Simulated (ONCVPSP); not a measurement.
**Run report: Tb, pseudopotential generation**

System: terbium (Tb, Z = 65), core [Xe] 4f8, reference valence 5d1 6s2, valence charge 3.
Method: ONCV potential, PBE, scalar-relativistic, made with ONCVPSP 4.0.1.

Results in brief:

- outcome: generated, with a spurious state above the valence levels
- cutoffs needed: 7.2 Ha and 8.6 Ha (the cutoffs at which the residual kinetic energy of the hardest occupied pseudo-wave falls to 1 and 0.1 mHa per electron)
- ghost test: no bound ghost flagged; GHOST(+) flagged for s at 40.8 eV, p at 210.6 eV
- largest excitation error: +199 meV (all-electron minus pseudo) for 5d1 6s0, out of 4 test configurations
- clearest signs, in the scattering phases, of states that the all-electron atom lacks: s near 1.5 Ha
- range over which the phases arctan(r R′/R) at the test radius agree within 0.05 rad (a looser test near the poles than one of phase shifts): s: between about -1.8 and 1.5 Ha; p: between about -0.9 and 0.9 Ha; d: up to about 0.5 Ha; f: not judged, local potential alone
- hardware: 1 CPU thread, shared host
- wall time: 9.5 s

Remarks:

The scattering phases show an s state near 1.5 Ha, 1.7 Ha above the channel's reference energy, that the all-electron atom lacks; it spoils states at that energy. Warnings of the program, in the generation or the tests: wellstate: moderately localized bound state found for n= 6 l= 1. The open f shell is frozen into the core, so the potential fits one valence alone and carries no f magnetism.

The input:
```
# ATOM AND REFERENCE CONFIGURATION
# atsym  z   nc   nv     iexc    psfile
  Tb 65.00   12    2        4      upf
#
#   n    l    f
    1    0    2.00
    2    0    2.00
    2    1    6.00
    3    0    2.00
    3    1    6.00
    3    2   10.00
    4    0    2.00
    4    1    6.00
    4    2   10.00
    4    3    8.00
    5    0    2.00
    5    1    6.00
    5    2    1.00
    6    0    2.00
#
# PSEUDOPOTENTIAL AND OPTIMIZATION
# lmax
    2
#
#   l,   rc,      ep,       ncon, nbas, qcut
    0    3.00    0.00    4    9    2.10
    1    3.55    0.09    5    8    2.20
    2    3.40    0.00    4    9    5.00
#
# LOCAL POTENTIAL
# lloc, lpopt,  rc(5),   dvloc0
    4    2    2.65    0.00
#
# VANDERBILT-KLEINMAN-BYLANDER PROJECTORs
# l, nproj, debl
    0    2    1.30
    1    3    3.90
    2    1    0.70
#
# MODEL CORE CHARGE
# icmod, fcfact, rcfact
    0    0.00    0.00
#
# LOG DERIVATIVE ANALYSIS
# epsh1, epsh2, depsh
   -2.00    5.00    0.02
#
# OUTPUT GRID
# rlmax, drl
    6.00    0.01
#
# TEST CONFIGURATIONS
# ncnf
    4
# nvcnf
#   n    l    f
    2
    5    2    1.00
    6    0    1.00
#
    2
    5    2    1.00
    6    0    0.00
#
    2
    5    2    1.00
    6    0    1.50
#
    3
    5    2    1.00
    6    0    0.00
    6    1    1.00
#
```

Run as:
```bash
oncvpsp.x < Tb.dat > Tb.out
```

Log (extracts):
```
ONCVPSP  (Optimized Norm-Conservinng Vanderbilt PSeudopotential)
scalar-relativistic version 4.0.1

#   n    l    f        energy (Ha)
    1    0    2.00    -1.9061389E+03
    2    0    2.00    -3.1618985E+02
    2    1    6.00    -2.8096581E+02
    3    0    2.00    -7.0356182E+01
    3    1    6.00    -5.9495645E+01
    3    2   10.00    -4.5352339E+01
    4    0    2.00    -1.4148191E+01
    4    1    6.00    -1.0568174E+01
    4    2   10.00    -5.6550368E+00
    4    3    8.00    -3.2962952E-01
    5    0    2.00    -1.8842955E+00
    5    1    6.00    -1.0249071E+00
    5    2    1.00    -8.9064890E-02
    6    0    2.00    -1.5414008E-01

Reference configufation results
  iterations    33
  all-electron total energy (Ha)   -1.17087901D+04

Begin loop to  construct optimized pseudo wave functions
and semi-local pseudopoentials for all angular momenta

   Wellstate for l =  0  n =  8
     eigenvalue =   1.1459
     asymptotic potential =   1.6459
     half-point radius =  6.1055

Calculating optimized projector #   1

 for l=   0

    Fraction of norm inside rc  0.263638
    Optimizing pswf for qcut=   2.10 a_B^-1,  ecut=   2.20 Ha
    Residual kinetic energy error=  3.77D-04 Ha

    Energy error per electron        Cutoff
         Ha          eV             Ha
         0.01000     0.27211        1.16
         0.00100     0.02721        1.89
         0.00010     0.00272        3.88
         0.00001     0.00027       14.08

Calculating optimized projector #   2

 for l=   0

    Fraction of norm inside rc  0.158541
    Optimizing pswf for qcut=   2.10 a_B^-1,  ecut=   2.20 Ha
    Residual kinetic energy error=  4.52D-02 Ha

    Energy error per electron        Cutoff
         Ha          eV             Ha
         0.01000     0.27211        2.95
         0.00100     0.02721        6.02
         0.00010     0.00272       21.35
         0.00001     0.00027       34.08

WARNING wellstate: moderately localized bound state found for n= 6 l=  1
WARNING scattering state with energy  0.05000000
WARNING will be used for the first projector

   Wellstate for l =  1  n =  7
     eigenvalue =   0.0500
     asymptotic potential =   0.5500
     half-point radius = 25.8989

   Wellstate for l =  1  n = 10
     eigenvalue =   3.9500
     asymptotic potential =   4.4500
     half-point radius =  5.7116

   Wellstate for l =  1  n = 13
     eigenvalue =   7.8500
     asymptotic potential =   8.3500
     half-point radius =  6.0197

Calculating optimized projector #   1

 for l=   1

    Fraction of norm inside rc  0.068936
    Optimizing pswf for qcut=   2.20 a_B^-1,  ecut=   2.41 Ha
    Residual kinetic energy error=  1.78D-04 Ha

    Energy error per electron        Cutoff
         Ha          eV             Ha
         0.01000     0.27211        0.28
         0.00100     0.02721        1.03
         0.00010     0.00272        6.78
         0.00001     0.00027       14.11

Calculating optimized projector #   2

 for l=   1

    Fraction of norm inside rc  0.175342
    Optimizing pswf for qcut=   2.20 a_B^-1,  ecut=   2.41 Ha
    Residual kinetic energy error=  9.50D-01 Ha

    Energy error per electron        Cutoff
         Ha          eV             Ha
         0.01000     0.27211        8.64
         0.00100     0.02721       13.82
         0.00010     0.00272       20.81
         0.00001     0.00027       24.66

Calculating optimized projector #   3

 for l=   1

    Fraction of norm inside rc  0.114497
    Optimizing pswf for qcut=   2.20 a_B^-1,  ecut=   2.41 Ha
    Residual kinetic energy error=  1.53D+00 Ha

    Energy error per electron        Cutoff
         Ha          eV             Ha
         0.01000     0.27211       22.13
         0.00100     0.02721       27.69
         0.00010     0.00272       32.92
         0.00001     0.00027       43.68

Calculating optimized projector #   1

 for l=   2

    Fraction of norm inside rc  0.727572
    Optimizing pswf for qcut=   5.00 a_B^-1,  ecut=  12.48 Ha
    Residual kinetic energy error=  1.23D-08 Ha

    Energy error per electron        Cutoff
         Ha          eV             Ha
         0.01000     0.27211        5.32
         0.00100     0.02721        7.16
         0.00010     0.00272        8.62
         0.00001     0.00027        9.96

Construct Vanderbilt / Kleinmman-Bylander projectors

B matrix Hermiticity error, ll=   0
   1   2   -4.9238E-05

  Orthonormal projector coefficients  2.2276E+00  3.3097E-01

B matrix Hermiticity error, ll=   1
   1   2    3.5221E-05
   1   3   -1.1877E-04
   2   3    1.4176E-04

  Orthonormal projector coefficients  4.9926E+00  2.6468E+00  6.5337E-01

Pseudoatom total energy   -1.389038

Diagnostic tests using Vanderbilt-Kleinman-Bylander pseudopotentials
  1 or more projectors used as specified by nproj input data

   l    rcore       rmatch      e in        delta e   norm test  slope test

   0   3.0165403   3.1081290  -0.1541401  -0.0000001   1.0000127   1.0000065
   0   3.0165403   3.1081290   1.1458599   0.0000005   1.0002390   1.0002390

   1   3.5665852   3.6748744   0.0500000   0.0000006   0.9999875   0.9999875
   1   3.5665852   3.6748744   3.9500000   0.0000178   1.0001111   1.0001111
   1   3.5665852   3.6748744   7.8500000   0.0000803   0.9993210   0.9993210

   2   3.4203199   3.5241683  -0.0890649  -0.0000001   0.9999998   1.0000017

 Testing for bound ghosts
   n   l    E NL Schr. Eq   E Basis Diag.   E Cutoff

   1   0       -0.154140       -0.151805     38.07

   2   1       -0.049138       -0.043558     30.91

   3   2       -0.089065       -0.088709     29.45

 Testing for highly-localized positive-energy ghosts
       l    <radius>/rc     E Basis Diag.   E Cutoff

       0        0.318405        1.498157     38.07  WARNING - GHOST(+)

       1        0.376852        7.739345     30.91  WARNING - GHOST(+)

Test configuration 0

   n   l     f        eae           eps        diff
   1   0  2.0000-1906.13887598
   2   0  2.0000 -316.18985362
   2   1  6.0000 -280.96581276
   3   0  2.0000  -70.35618238
   3   1  6.0000  -59.49564544
   3   2 10.0000  -45.35233908
   4   0  2.0000  -14.14819133
   4   1  6.0000  -10.56817405
   4   2 10.0000   -5.65503685
   4   3  8.0000   -0.32962952
   5   0  2.0000   -1.88429549
   5   1  6.0000   -1.02490714
   5   2  1.0000   -0.08906489   -0.08906499   -9.60D-08
   6   0  2.0000   -0.15414008   -0.15414019   -1.16D-07

    Total energies and differences
      AE_ref= -1.17087901D+04  AE_tst= -1.17087901D+04  dif=  0.00D+00
      PS_ref= -1.38903784D+00  PS_tst= -1.38903784D+00  dif=  0.00D+00
      PSP excitation error=  0.00D+00

Test configuration 1

   n   l     f        eae           eps        diff
   1   0  2.0000-1906.37546752
   2   0  2.0000 -316.42526947
   2   1  6.0000 -281.20129875
   3   0  2.0000  -70.59125203
   3   1  6.0000  -59.73072375
   3   2 10.0000  -45.58740684
   4   0  2.0000  -14.38335707
   4   1  6.0000  -10.80335588
   4   2 10.0000   -5.89018950
   4   3  8.0000   -0.56462614
   5   0  2.0000   -2.11952201
   5   1  6.0000   -1.25988912
   5   2  1.0000   -0.30649046   -0.30768062   -1.19D-03
   6   0  1.0000   -0.34562874   -0.34483223    7.97D-04

    Total energies and differences
      AE_ref= -1.17087901D+04  AE_tst= -1.17085423D+04  dif=  2.48D-01
      PS_ref= -1.38903784D+00  PS_tst= -1.14125896D+00  dif=  2.48D-01
      PSP excitation error=  9.17D-06

Test configuration 2

   n   l     f        eae           eps        diff
   1   0  2.0000-1906.65453657
   2   0  2.0000 -316.70258389
   2   1  6.0000 -281.47873393
   3   0  2.0000  -70.86762818
   3   1  6.0000  -60.00711843
   3   2 10.0000  -45.86384516
   4   0  2.0000  -14.65994589
   4   1  6.0000  -11.08001136
   4   2 10.0000   -6.16687037
   4   3  8.0000   -0.84088100
   5   0  2.0000   -2.39595326
   5   1  6.0000   -1.53451106
   5   2  1.0000   -0.55789529   -0.55308989    4.81D-03

    Total energies and differences
      AE_ref= -1.17087901D+04  AE_tst= -1.17080916D+04  dif=  6.99D-01
      PS_ref= -1.38903784D+00  PS_tst= -6.97832599D-01  dif=  6.91D-01
      PSP excitation error=  7.31D-03

Test configuration 3

   n   l     f        eae           eps        diff
   1   0  2.0000-1906.25125732
   2   0  2.0000 -316.30171572
   2   1  6.0000 -281.07770382
   3   0  2.0000  -70.46794066
   3   1  6.0000  -59.60740688
   3   2 10.0000  -45.46408900
   4   0  2.0000  -14.25998500
   4   1  6.0000  -10.67996988
   4   2 10.0000   -5.76681179
   4   3  8.0000   -0.44135253
   5   0  2.0000   -1.99612205
   5   1  6.0000   -1.13676213
   5   2  1.0000   -0.19302672   -0.19365388   -6.27D-04
   6   0  1.5000   -0.24685215   -0.24691888   -6.67D-05

    Total energies and differences
      AE_ref= -1.17087901D+04  AE_tst= -1.17086902D+04  dif=  9.99D-02
      PS_ref= -1.38903784D+00  PS_tst= -1.28904853D+00  dif=  1.00D-01
      PSP excitation error= -5.29D-05

Test configuration 4

   n   l     f        eae           eps        diff
   1   0  2.0000-1906.42283362
   2   0  2.0000 -316.47219546
   2   1  6.0000 -281.24820914
   3   0  2.0000  -70.63801026
   3   1  6.0000  -59.77748127
   3   2 10.0000  -45.63418307
   4   0  2.0000  -14.43033168
   4   1  6.0000  -10.85035510
   4   2 10.0000   -5.93720347
   4   3  8.0000   -0.61155333
   5   0  2.0000   -2.16696131
   5   1  6.0000   -1.30636365
   5   2  1.0000   -0.34306156   -0.34383325   -7.72D-04
   6   1  1.0000   -0.23605215   -0.23523753    8.15D-04

    Total energies and differences
      AE_ref= -1.17087901D+04  AE_tst= -1.17084076D+04  dif=  3.83D-01
      PS_ref= -1.38903784D+00  PS_tst= -1.00802947D+00  dif=  3.81D-01
      PSP excitation error=  1.50D-03
```

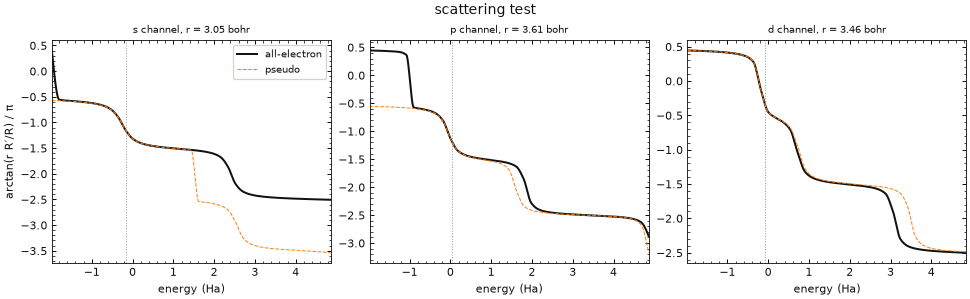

**Figure 1.** Unwrapped phase arctan(r R′/R) in units of π against energy, all-electron (solid) and pseudo (dashed); the pseudo phase is matched to the all-electron one at the reference energy. Here R(r) is the radial function. A near-vertical step is a level narrower than the spacing of the points behind the curves. The dotted line marks the reference energy of the channel. Not drawn: f: not judged.

- Ghost states: Going away from the reference energies, the phases part by more than π/2 in: s at about 1.5 Ha (above its reference energy, pseudo phase lower, at the flagged ghost); s at about -1.9 Ha (below its reference energy, pseudo phase lower, at the 5s core level, which only the all-electron atom has); p at about 1.7 Ha (above its reference energy, pseudo phase lower); p at about -1.0 Ha (below its reference energy, pseudo phase lower, at the 5p core level, which only the all-electron atom has); d at about 3.1 Ha (above its reference energy, pseudo phase higher). Such a step is either a state that only one of the two atoms has or an ordinary level shifted in energy. The separate test gives: no bound ghost flagged; GHOST(+) flagged for s at 40.8 eV, p at 210.6 eV.
- Range over which the phases agree within 0.05 rad: s: between about -1.8 and 1.5 Ha; p: between about -0.9 and 0.9 Ha; d: up to about 0.5 Ha.

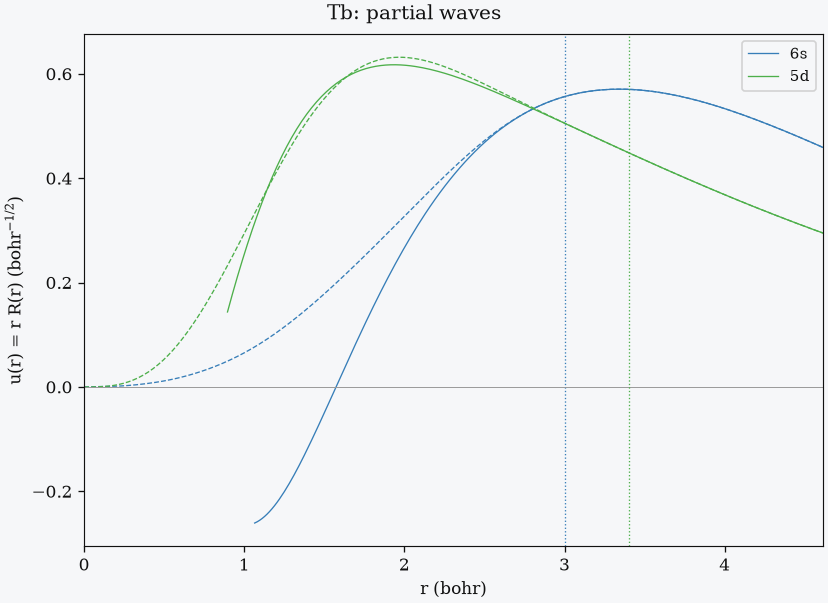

**Figure 2.** Pseudo-waves (dashed) against the all-electron radial functions (solid). Dotted lines mark the matching radii. The innermost oscillations of some all-electron curves aren't drawn. Pseudo-waves: 6s has no node; 5d has no node.

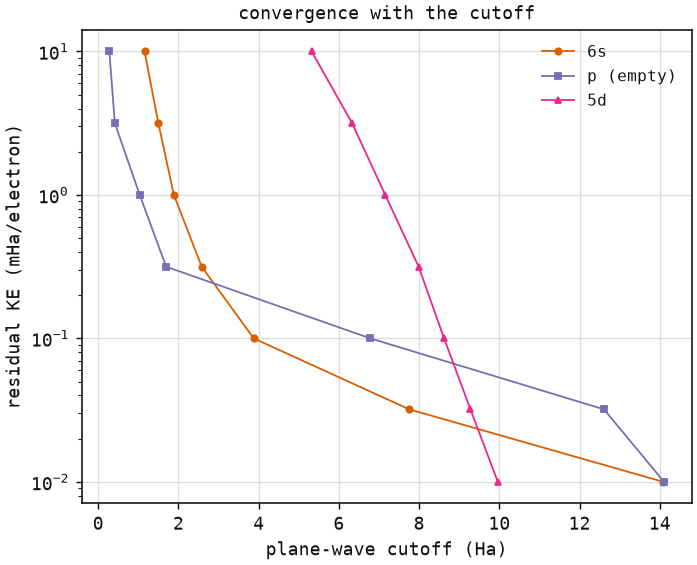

**Figure 3.** Residual kinetic energy of the pseudo-waves (the first of each channel, and further valence shells) beyond the plane-wave cutoff, as the generator prints it.

- Hardest wave at 1 mHa per electron: 5d, with rc = 3.40 bohr and qcut = 5 1/bohr. The optimisation minimises, but can't always remove, the kinetic energy above qcut²/2 = 12.5 Ha, and a larger rc would as a rule soften the wave at some cost in transferability.
- Cutoffs for 1 mHa per electron: 5d: 7.2 Ha; 6s: 1.9 Ha; p (empty): 1.0 Ha.
- Cutoffs for the occupied states: 7.2 Ha for 1 mHa and 8.6 Ha for 0.1 mHa per electron. The first is set by 5d.

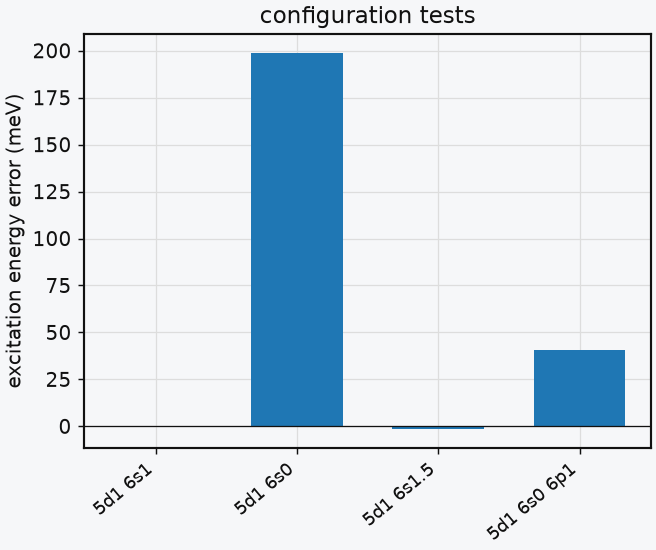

**Figure 4.** Errors, all-electron minus pseudo, of the energies of valence configurations relative to the unpolarised reference 5d1 6s2.

- Worst configuration: 5d1 6s0 (charge +2): the error is +199 meV on an all-electron energy of +19.01 eV relative to the reference, or 1 %.
- Configurations within 10 meV and within 50 meV: 2 and 3 of 4.
- Errors in meV: 5d1 6s1: +0.2; 5d1 6s0: +199; 5d1 6s1.5: -1.4; 5d1 6s0 6p1: +41.
